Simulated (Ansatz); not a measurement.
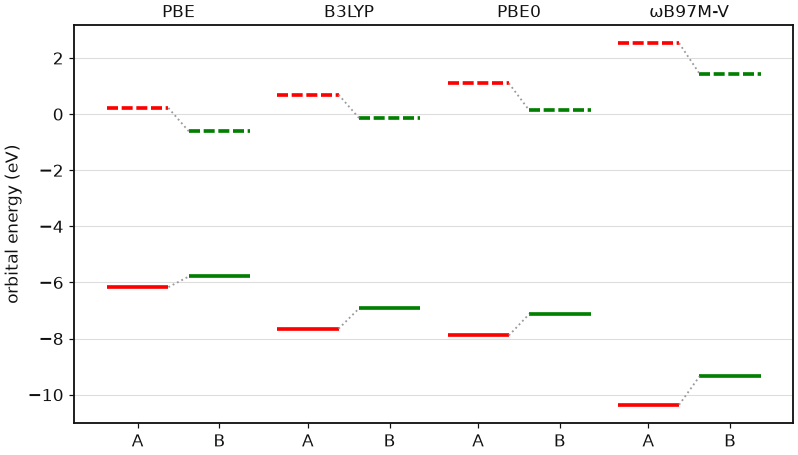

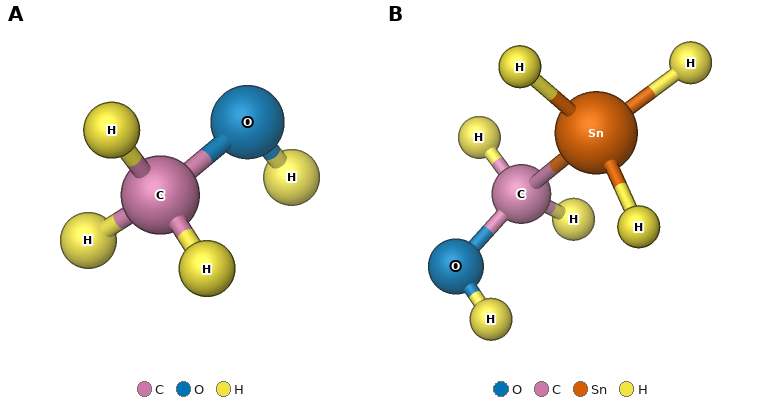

One change: A, CH₄O (SMILES CO), becomes B, CH₆OSn (SMILES O[CH2][SnH3]). H on C is replaced by SnH₃. HOMO (solid) and LUMO (dashed) computed in def2-TZVPP at PBE0-D4/def2-TZVP geometries, both minima by their frequencies, gas phase, the Ansatz code. Empty levels above zero depend strongly on the basis.

Question: What does the change do to HOMO and LUMO?

Answer: PBE: the HOMO rises by 0.38 eV, the LUMO falls by 0.83 eV, and the separation goes from 6.39 to 5.17 eV. B3LYP: the HOMO rises by 0.72 eV, the LUMO falls by 0.83 eV, and the separation goes from 8.34 to 6.78 eV. PBE0: the HOMO rises by 0.77 eV, the LUMO falls by 0.97 eV, and the separation goes from 8.99 to 7.26 eV. ωB97M-V: the HOMO rises by 1.01 eV, the LUMO falls by 1.09 eV, and the separation goes from 12.89 to 10.79 eV.

Question: Do the functionals agree on the effect?

Answer: They agree on the direction for both levels; the HOMO shift lies between 0.38 and 1.01 eV and the LUMO shift between −1.09 and −0.83 eV, while the separations themselves differ by up to 6.5 eV between functionals.

Caveats: core potentials past krypton; spin-orbit coupling is left out, and with Sn it can shift these values.
